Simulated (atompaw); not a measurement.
# Ti: a PAW (atompaw) potential and its near relatives

One potential is built and tested. Then a few of its settings are changed, to learn what that costs or gains.

The numbers are computed with atompaw 4.2.0.5 (PBEsol, scalar-relativistic, spin-unpolarised reference atom).

7 further runs of the same task are left out: 2 that didn't finish, 5 set aside as unsound or not needed.

## Step 1: Settings

The settings as typed:

```json
{
 "element": "titanium (Ti, Z = 22)",
 "type": "PAW",
 "frozen core": "[Ar]",
 "valence charge": "4",
 "reference configuration": "3d2 4s2 4p0",
 "partial waves": "4s (bound): rc 3.00 bohr; 4s channel at 0.05 Ry: rc 3.00 bohr; 4p (bound, empty): rc 3.00 bohr; 4p channel at 2.15 Ry: rc 3.00 bohr; 3d (bound): rc 2.20 bohr; 3d channel at 1.15 Ry: rc 2.20 bohr",
 "local potential": "troulliermartins scheme with l = 3 at 1 Ry, radius 2.80 bohr",
 "core correction": "smooth core density matched at 2.15 bohr",
 "augmentation charge": "gaussian compensation charge, radius 2.40 bohr; PAW radius 3.00 bohr; waves and projectors: custom polynom vanderbiltortho"
}
```

## Step 2: The first potential

Ti.input

```
Ti 22
GGA-PBESOL scalarrelativistic loggrid 1500 logderivrange -2 5 176
4 4 3 0 0 0
4 1 0
3 2 2
0 0 0
c
c
c
v
c
c
v
v
2
3.00 2.40 2.80 2.15
y
0.05
n
y
2.15
n
y
1.15
n
custom polynom vanderbiltortho gaussian
3 1 troulliermartins
3.00
3.00
3.00
3.00
2.20
2.20
PWSCFOUT
UPFDX 0.0125d0 UPFXMIN -7.d0 UPFZMESH 22.d0
END
```

On the command line:

```
$ atompaw < Ti.input > Ti.log
```

The output, the file Ti (summary file):

```text
 Completed calculations for Ti (AE)

 Exchange-correlation type: GGA, Perdew-Burke-Ernzerhof modified (PBEsol)

 Radial integration grid is logarithmic 
 r0 =   3.7230371E-04 h =   8.1906817E-03   n =      1500 rmax =   8.0000000E+01

 Scalar relativistic calculation

 AEatom converged in  64 iterations
   nz     =  22.00
   delta  =       2.895688956750E-17

 All Electron Orbital energies:         
  n  l      occupancy      energy
  1  0      2.0000000E+00 -3.5741676E+02
  2  0      2.0000000E+00 -3.9412226E+01
  3  0      2.0000000E+00 -4.5900523E+00
  4  0      2.0000000E+00 -3.2907370E-01
  2  1      6.0000000E+00 -3.2627640E+01
  3  1      6.0000000E+00 -2.8499105E+00
  4  1      0.0000000E+00 -1.0650476E-01
  3  2      2.0000000E+00 -3.1424260E-01

 Total energy
   Total                    :    -1705.19838826780392

 ---
 Completed calculations for Ti (SC)

 Exchange-correlation type: GGA, Perdew-Burke-Ernzerhof modified (PBEsol)

 Radial integration grid is logarithmic 
 r0 =   3.7230371E-04 h =   8.1906817E-03   n =      1500 rmax =   8.0000000E+01

 Scalar relativistic calculation

 SCatom converged in   1 iterations
   nz     =  22.00
   delta  =       1.769859713900E-18

 Valence Electron Orbital energies:         
  n  l      occupancy      energy
   4  0      2.0000000E+00 -3.2907370E-01
   4  1      0.0000000E+00 -1.0650476E-01
   3  2      2.0000000E+00 -3.1424260E-01

 Total energy
   Total                    :    -1705.19838826826503
   Valence                  :      -85.12336304432988

 PAW parameters: 
       lmax =            2
         rc =    3.0211434265626753     
        irc =         1100
   rc_shape =    2.4019106475939962     
    rc_vloc =    2.8064204634534473     
    rc_core =    2.1592657774775876     
   Vloc: Norm-conserving Troullier-Martins with l= 3;e=   1.0000E+00
   Projector type: polynomial pseudization + Vanderbilt ortho.
   Gaussian compensation charge shape with gausstol =   1.0000E-04

 Number of basis functions     6
 No.   n  nodes  l      Energy         Cp coeff         Occ
  1    4    3    0   -0.3290737E+00  0.1292541E+04  0.2000000E+01
  2  999    4    0    0.5000000E-01  0.1862581E+03  0.0000000E+00
  3    4    2    1   -0.1065048E+00  0.1779897E+03  0.0000000E+00
  4  999    3    1    0.2150000E+01  0.1265496E+00  0.0000000E+00
  5    3    0    2   -0.3142426E+00 -0.4635315E+02  0.2000000E+01
  6  999    1    2    0.1150000E+01 -0.1526914E+03  0.0000000E+00

 Eigenvalues of overlap operator (in the basis of projectors):
    1        9.19555641E-03
    2        9.15632881E-02
    3        3.55679015E+00
    4        3.71133724E+02
    5        6.99528952E+02
    6        2.86187262E+03

 Orbital leakage outside PAW augmentation regions
   orb  is_core?  %out_of_sphere
   1 0    T          -0.00
   2 0    T           0.00
   3 0    T           0.03
   4 0    F          60.01
   2 1    T           0.00
   3 1    T           0.17
   4 1    F          83.09
   3 2    F           8.77

 Summary of PAW energies
   Total valence energy     :    -85.12336429723379
   Smooth energy            :      9.40382006052011
   One center               :    -94.52718435775390
   Smooth kinetic           :      3.71431185042085
   Vloc energy              :     -0.21718262476086
   Smooth exch-corr         :     -2.93078343858864
   One-center xc            :    -78.93095811510325
```

Wall time 18 s (1 thread, shared host).

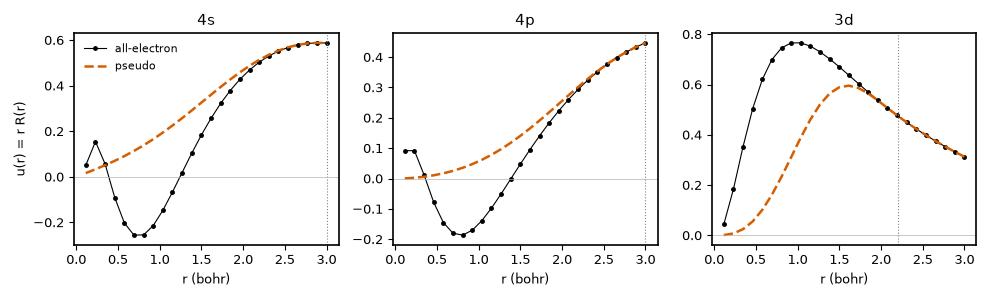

Bound waves of the atom and their pseudo partners (4s, 4p, 3d), with the matching radii dotted. The curves join 26 sampled radii, too few to resolve the innermost nodes.

## Step 3: Scattering by logarithmic derivatives

Taken from the files of the generation run. The phase is arctan(r·u′/u) with u = r·R, unwrapped, with energies in Ry. A pole is an energy at which the radial function vanishes at the test radius. The pseudo phase is shifted by a multiple of π to meet the all-electron one at the reference energy. Levels narrower than the energy grid can be missing from the poles. The last column is the largest difference on the grid between −1 and +1 Ry.

| channel | radius (bohr) | reference (Ry) | poles AE | poles PS | window around the reference with phases within 0.05 rad (Ry) | largest difference near zero (rad) |
| --- | --- | --- | --- | --- | --- | --- |
| s | 3.02 | -0.33 | 1.20 | 1.19 | below 3.5 | 0.000 |
| p | 3.02 | -0.11 | 1.96 | 0.10, 1.96 | below 0.0 | 3.135 |
| d | 3.02 | -0.31 | -0.16, 3.24 | -0.16, 4.00 | below 3.0 | 0.014 |

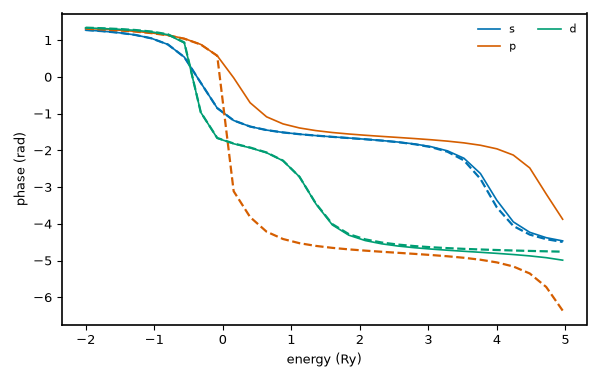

All-electron (solid) and pseudo (dashed) phases against energy.

## Step 4: Cutoff and ghost test in a Bessel basis

A separate test, outside the generator: the pseudo-atom's Hamiltonian at the reference potential is diagonalised in spherical Bessel functions j_l(qr) that vanish at 20 bohr, with q² up to the cutoff.

All-electron valence levels (Ry): 4s -0.3291, 4p -0.1065, 3d -0.3142. The lowest levels of each channel (Ry) by cutoff; the last column sums, over occupied levels, occupation times the distance from the level at 400 Ry. A positive value at high cutoff is not a bound level.

| cutoff (Ry) | s #1 | s #2 | p #1 | d #1 | f #1 | Σ f·Δε (mRy) |
| --- | --- | --- | --- | --- | --- | --- |
| 8 | -11.2170 | -0.3290 | -0.1065 | -0.1545 | 0.1050 | 319.7 |
| 10 | -13.4420 | -0.3290 | -0.1065 | -0.2285 | 0.1050 | 171.5 |
| 15 | -14.0104 | -0.3291 | -0.1065 | -0.3005 | 0.1050 | 27.5 |
| 18 | -14.0886 | -0.3291 | -0.1065 | -0.3127 | 0.1050 | 3.1 |
| 21 | -14.2159 | -0.3291 | -0.1065 | -0.3133 | 0.1050 | 1.9 |
| 25 | -14.3223 | -0.3291 | -0.1065 | -0.3133 | 0.1050 | 1.9 |
| 30 | -14.3813 | -0.3291 | -0.1065 | -0.3138 | 0.1050 | 0.9 |
| 35 | -14.3844 | -0.3291 | -0.1065 | -0.3141 | 0.1050 | 0.2 |
| 40 | -14.3877 | -0.3291 | -0.1065 | -0.3142 | 0.1050 | 0.1 |
| 400 | -14.3908 | -0.3291 | -0.1065 | -0.3142 | 0.1050 | 0.0 |

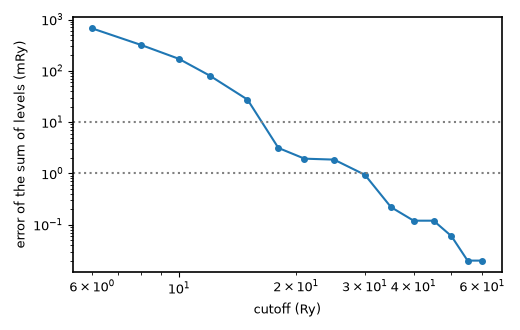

Occupation-weighted error of the valence levels against the cutoff; the dotted lines mark 10 and 1 mRy.

The sum stays within 10 mRy from 18 Ry and within 1 mRy from 30 Ry. The sum leaves out empty levels, which can need more. Ghost test: ghost state, bound below the all-electron valence or empty levels of the same l: s at -195.8 eV.

## Step 5: Changed: functional PBE; waves 4s (bound): rc 2.36 bohr; 4s channel at 0.05 Ry: rc 2.36 bohr; 4p …

In full, the change is: functional PBE; waves 4s (bound): rc 2.36 bohr; 4s channel at 0.05 Ry: rc 2.36 bohr; 4p (bound, empty): rc 2.36 bohr; 4p channel at 2.15 Ry: rc 2.36 bohr; 3d (bound): rc 1.72 bohr; 3d channel at 1.15 Ry: rc 1.72 bohr; local potential troulliermartins scheme with l = 3 at 1 Ry, radius 2.20 bohr; core correction smooth core density matched at 1.70 bohr (was smooth core density matched at 2.15 bohr); augmentation gaussian compensation charge, radius 1.88 bohr; PAW radius 2.36 bohr; waves and projectors: custom polynom vanderbiltortho.

Ti.input

```
Ti 22
GGA-PBE scalarrelativistic loggrid 1500 logderivrange -2 5 176
4 4 3 0 0 0
4 1 0
3 2 2
0 0 0
c
c
c
v
c
c
v
v
2
2.36 1.88 2.20 1.70
y
0.05
n
y
2.15
n
y
1.15
n
custom polynom vanderbiltortho gaussian
3 1 troulliermartins
2.36
2.36
2.36
2.36
1.72
1.72
PWSCFOUT
UPFDX 0.0125d0 UPFXMIN -7.d0 UPFZMESH 22.d0
END
```

On the command line:

```
$ atompaw < Ti.input > Ti.log
```

Output in the file Ti (summary file):

```text
 Completed calculations for Ti (AE)

 Exchange-correlation type: GGA, Perdew-Burke-Ernzerhof

 Radial integration grid is logarithmic 
 r0 =   3.7230371E-04 h =   8.1906817E-03   n =      1500 rmax =   8.0000000E+01

 Scalar relativistic calculation

 AEatom converged in  36 iterations
   nz     =  22.00
   delta  =       5.338054491507E-17

 All Electron Orbital energies:         
  n  l      occupancy      energy
  1  0      2.0000000E+00 -3.5785631E+02
  2  0      2.0000000E+00 -3.9464124E+01
  3  0      2.0000000E+00 -4.6034803E+00
  4  0      2.0000000E+00 -3.2831708E-01
  2  1      6.0000000E+00 -3.2652444E+01
  3  1      6.0000000E+00 -2.8562192E+00
  4  1      0.0000000E+00 -1.0776575E-01
  3  2      2.0000000E+00 -3.1302195E-01

 Total energy
   Total                    :    -1707.12891709136329

 ---
 Completed calculations for Ti (SC)

 Exchange-correlation type: GGA, Perdew-Burke-Ernzerhof

 Radial integration grid is logarithmic 
 r0 =   3.7230371E-04 h =   8.1906817E-03   n =      1500 rmax =   8.0000000E+01

 Scalar relativistic calculation

 SCatom converged in   4 iterations
   nz     =  22.00
   delta  =       4.415000191193E-17

 Valence Electron Orbital energies:         
  n  l      occupancy      energy
   4  0      2.0000000E+00 -3.2831708E-01
   4  1      0.0000000E+00 -1.0776575E-01
   3  2      2.0000000E+00 -3.1302195E-01

 Total energy
   Total                    :    -1707.12891709175938
   Valence                  :      -87.09630341435587

 PAW parameters: 
       lmax =            2
         rc =    2.3628785498500600     
        irc =         1070
   rc_shape =    1.8940041670827046     
    rc_vloc =    2.2129898539907571     
    rc_core =    1.7026608732139350     
   Vloc: Norm-conserving Troullier-Martins with l= 3;e=   1.0000E+00
   Projector type: polynomial pseudization + Vanderbilt ortho.
   Gaussian compensation charge shape with gausstol =   1.0000E-04

 Number of basis functions     6
 No.   n  nodes  l      Energy         Cp coeff         Occ
  1    4    3    0   -0.3283171E+00  0.1027242E+04  0.2000000E+01
  2  999    4    0    0.5000000E-01  0.2101319E+03  0.0000000E+00
  3    4    2    1   -0.1077658E+00  0.2083074E+03  0.0000000E+00
  4  999    3    1    0.2150000E+01  0.2497276E+01  0.0000000E+00
  5    3    0    2   -0.3130219E+00 -0.1443985E+04  0.2000000E+01
  6  999    1    2    0.1150000E+01 -0.8318023E+03  0.0000000E+00

 Eigenvalues of overlap operator (in the basis of projectors):
    1        1.16314840E+00
    2        1.62089996E+00
    3        4.78993181E+00
    4        3.31788653E+03
    5        6.53715201E+03
    6        7.40974039E+06

 Orbital leakage outside PAW augmentation regions
   orb  is_core?  %out_of_sphere
   1 0    T          -0.00
   2 0    T           0.00
   3 0    T           0.42
   4 0    F          81.93
   2 1    T           0.00
   3 1    T           1.30
   4 1    F          93.91
   3 2    F          17.83

 Summary of PAW energies
   Total valence energy     :    -87.09630492795566
   Smooth energy            :     24.05194490206682
   One center               :   -111.14824983002248
   Smooth kinetic           :      6.35204476175570
   Vloc energy              :     -0.13158244979487
   Smooth exch-corr         :     -6.96365891437231
   One-center xc            :    -76.87576932208474
```

It took 5.3 s on 1 thread, shared host.

With this change the loose cutoff goes from 18 Ry to 30 Ry and a bound ghost stands, in more channels than before (s, p).

## Step 6: Results

Cutoffs, loose and tight: the cutoffs (Ry, on a coarse ladder) from which the occupation-weighted sum of valence levels, in a spherical-Bessel basis at the reference potential, stays within 10 and 1 mRy of its value at 400 Ry; empty and scattering waves don't count. The number of plane waves in a given cell goes as the cutoff to the power 3/2; it is given for the loose cutoff, relative to the first potential. The phase difference is the largest within 1 Ry of zero, over the channels with partial waves.

| change | outcome | cutoff, loose | cutoff, tight | plane waves, relative | bound ghosts | phase difference near zero (rad) | lowest overlap eigenvalue (Bessel basis) |
| --- | --- | --- | --- | --- | --- | --- | --- |
| first potential | generated | 18 Ry | 30 Ry | 1.00 | s | 3.135 | 0.061 |
| functional PBE; waves 4s (bound): rc 2.36 bohr; 4s channel at 0.05 Ry: rc 2.36 bohr; 4p (bound, empty): rc 2.36 bohr; 4p channel at 2.15 Ry: rc 2.36 bohr; 3d (bound): rc 1.72 bohr; 3d channel at 1.15 Ry: rc 1.72 bohr; local potential troulliermartins scheme with l = 3 at 1 Ry, radius 2.20 bohr; core correction smooth core density matched at 1.70 bohr (was smooth core density matched at 2.15 bohr); augmentation gaussian compensation charge, radius 1.88 bohr; PAW radius 2.36 bohr; waves and projectors: custom polynom vanderbiltortho | generated | 30 Ry | 50 Ry | 2.15 | s, p | 0.002 | 0.476 |

What this shows: The softest is the first potential, at 18 Ry, though it has a bound ghost; the highest cutoff read, 30 Ry, costs 2.2 times the plane waves. 2 of the 2 potentials written have a bound ghost.

The first potential by itself. It has a bound ghost (s), a state that the atom doesn't have, and that rules the file out. It counts as soft on the atom at that tolerance, with 18 Ry needed at the looser tolerance. The slowest occupied level is 3d: taken alone it needs 21 Ry to come within 1 mRy, against 6 Ry or less for 4s. Of the channels read, p scatters worst near zero energy, by up to 3.13 rad. A step near π is an extra or missing state, not a misfit of shape.
